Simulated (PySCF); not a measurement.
Consider InP (charge −1, doublet).

| atom | x (Å) | y (Å) | z (Å) |
| --- | --- | --- | --- |
| In | 0.0000 | 0.0000 | -0.5208 |
| P | 0.0000 | 0.0000 | 1.9322 |

Core potentials replace the inner electrons of In.

The calculation used PBE0/def2-SVPD, non-relativistic Hamiltonian with scalar-relativistic core potentials where named, at a bond length of 2.453 Å (PySCF).

What will maps of the electron density, electron localisation function and spin density show?

Answer. In–P (2.45 Å): the density is about 0.5 e/Å³ at the midpoint; the ELF peaks at about 0.85 in the valence shell of P, 1.0 Å from its nucleus, and drops to about 0.15 between the two atoms.
The unpaired spin (1 electron) lies mostly on P2 (about 0.9) and In1 (about 0.1), in electrons by Hirshfeld's partition.

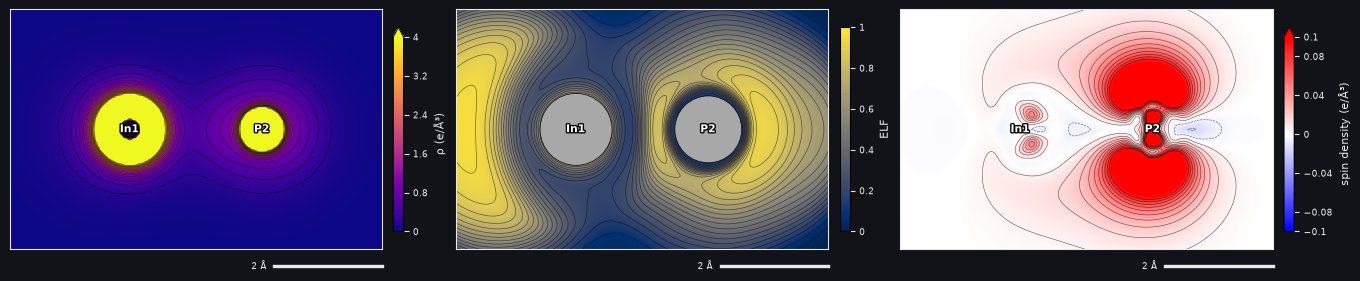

Computed electron density, electron localisation function and spin density on a plane that holds the molecular axis, in this order. Grey discs cover the atomic cores in the ELF map. 
